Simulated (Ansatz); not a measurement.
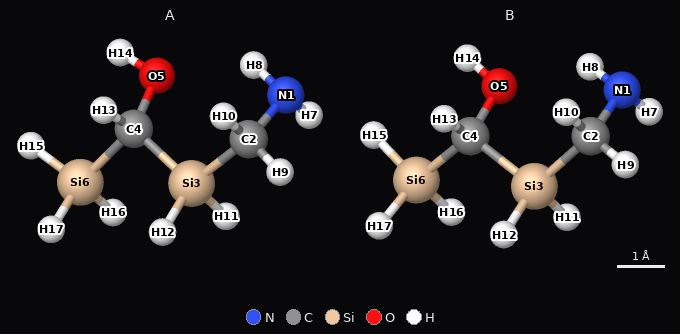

Two geometries of C₂H₁₁NOSi₂, drawn at one scale. One is the start of a relaxation, the other its converged end. Style: ball-and-stick. Shown at a tilt.

Theory: RKS PBE0-D4/6-31G* (Ansatz 0.2.0). Set-up: no spin polarisation; force threshold 0.015 eV/Å; at most 40 steps.

Which of the two is the end point?

Structure B is the relaxed one. The run prepares an end point of a later path (inversion) calculation, from a guessed geometry. The atom that moves furthest after the best rigid fit is H17 (0.33 Å). Largest moves by element: H 0.33 Å, O 0.25 Å, C 0.18 Å, N 0.15 Å, Si 0.15 Å. Among the contacts that change: Si3–C4 1.835 → 1.904 Å, N1–H8 1.072 → 1.018 Å, C4–Si6 1.947 → 1.897 Å, N1–H7 0.981 → 1.017 Å. Among the angles between lasting bonds that change: Si3–C4–Si6 101.7° → 112.8°, Si3–C4–O5 116.6° → 107.1°, Si3–C4–H13 115.1° → 106.3°. The energy falls by 0.496 eV in 7 accepted moves (8 points after the start). The largest force component goes from 3.3 to 0.011 eV/Å. The line search rejected the trial step at point 3 of the run. Cost: 40 s on 2 threads of Intel(R) Xeon(R) Platinum 8375C CPU @ 2.90GHz (Ice Lake) (shared host), peak memory 0.34 GiB.
